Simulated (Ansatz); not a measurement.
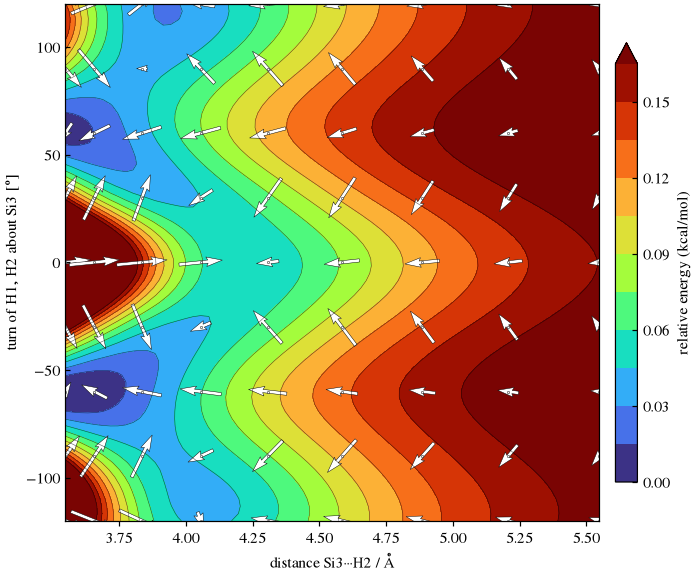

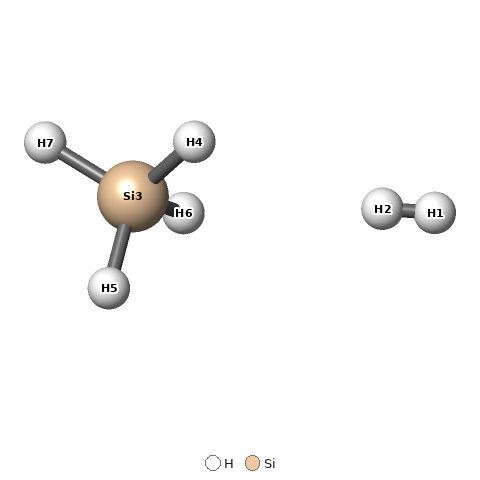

Energy landscape of the pair H₂···H₄Si. 
- The turn is about an axis along (−0.32, −0.95, 0.01) in the frame of the relaxed pair, normal to the line between the partners.
- Coordinates scanned: (1) distance Si3···H2; (2) turn of H1, H2 about Si3.
- The scan uses a 9 × 9 grid.
- Energies are in kcal/mol, from the lowest grid point.
- These are results of Ansatz, RKS wB97X-V/def2-TZVPD, not measurements.

The picture shows filled contours, dots at the grid points, arrows along the force (downhill), their lengths compressed, one colour for all values above the top of the scale. Between grid points the surface is interpolated. The second picture is the structure at the lowest point.

### Describe this landscape.

The lowest grid point is at distance Si3···H2 = 3.548 Å, turn of H1, H2 about Si3 = −60°. It lies on the edge of the grid, but the force there points inwards, so the minimum lies inside the range. The energy also falls towards the edge at distance Si3···H2 = 3.548 Å, turn of H1, H2 about Si3 = 60° (0.007 kcal/mol above the lowest) and distance Si3···H2 = 3.835 Å, turn of H1, H2 about Si3 = 120° (0.033 kcal/mol above the lowest), where a further well may lie outside the range. The highest grid point, distance Si3···H2 = 3.548 Å, turn of H1, H2 about Si3 = 0°, lies 0.590 kcal/mol above the lowest.

The whole map (81 points run) took 8.5 min on 1 thread of Arm Neoverse V2, with other jobs on the host.
